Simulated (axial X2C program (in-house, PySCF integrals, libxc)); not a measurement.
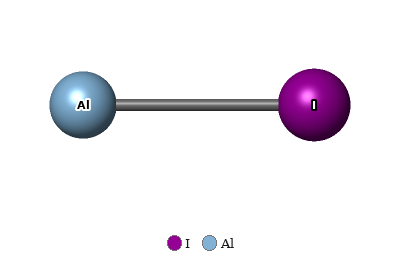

Fig. 1: The molecule at the reference distance of 2.433 Å.

IAl⁺: relativistic diatomic calculation

IAl⁺, single determinant with Ω = 3/2 (not the lowest found). The distance is the PBE0 minimum at charge 1. Computed at this level: expectation values, HF and Kohn-Sham, two-component X2C with atomic mean-field Coulomb and Gaunt terms, I dyall-cv3z, Al dyall-v3z (cores contracted) (axial X2C program (in-house, PySCF integrals, libxc)).

Log:
```
two-component X2C + atomic mean field  PBE0
basis functions 173  fitting functions 937  grid points 5080
iter        total energy     max residual
   1      -7354.791707715     3.45e-05
   2      -7354.791707716     3.10e-06
converged
one-electron -10364.95093660  Coulomb 3065.81221991  exact exchange -49.54439251  xc functional -151.61037251  nuclear repulsion 149.85741814  atomic mean-field constant -4.35564414
```

Expectation values by level of theory:

| quantity | PBE0 | HF | BHandHLYP | B3LYP | BP86 |
| --- | --- | --- | --- | --- | --- |
| effective field for an electron dipole moment (GV/cm) | 0.732 | 1.51 | 0.771 | 0.589 | 0.556 |
| field gradient at the first nucleus (a.u.) | −5.84 | −6.00 | −5.99 | −5.97 | −5.90 |
| field gradient at the second nucleus (a.u.) | −0.719 | −0.728 | −0.731 | −0.737 | −0.724 |
| A∥/gI, first nucleus (MHz) | 747 | 732 | 768 | 777 | 770 |
| A∥/gI, second nucleus (MHz) | 6.29 | 9.75 | 6.88 | 6.54 | 5.99 |

Each column comes from one determinant, in a basis with contracted cores. The levels disagree widely: the effective field runs from 0.556 to 1.51 GV/cm. They may not all have settled in the same state, and these values aren't reliable properties of the molecule.

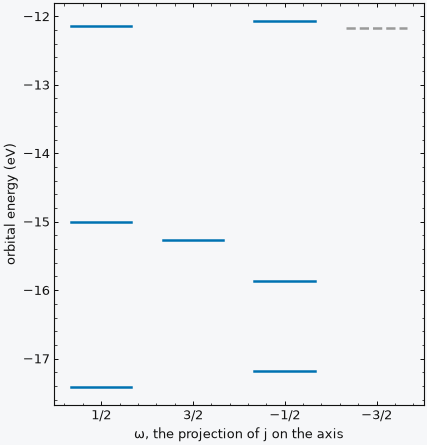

Fig. 2: Orbital energies (PBE0) near the frontier at 2.43 Å, filled (solid) and empty (dashed). The highest filled spinor (−1/2; 56 % Al s, 19 % Al p) lies at −12.07 eV, the lowest empty one (−3/2; 86 % I p, 7 % Al p) at −12.17 eV.

Input file:
```
{"zs": [53, 13], "q": 1, "bas": ["dyall-cv3z", "dyall-v3z"], "r0": 2.59, "levels": ["PBE0", "HF", "BHandHLYP", "B3LYP", "BP86"], "nst": 3}
```

The line is the task of a batch: nuclear charges, charge, bases, the levels to run, a first guess of the distance and further settings. This report covers the levels named above. The log is that of the reference distance, started from orbitals converged before.

The run was one of a batch that the task file lists, launched with:
```bash
python <driver script> task.json out
```

Results in brief:

- outcome: converged; the levels of theory disagree widely
- hardware: 1 thread of Arm Neoverse V2, 24 GiB of memory available, shared host
- wall time: 3.2 s
- peak memory: 0.31 GiB
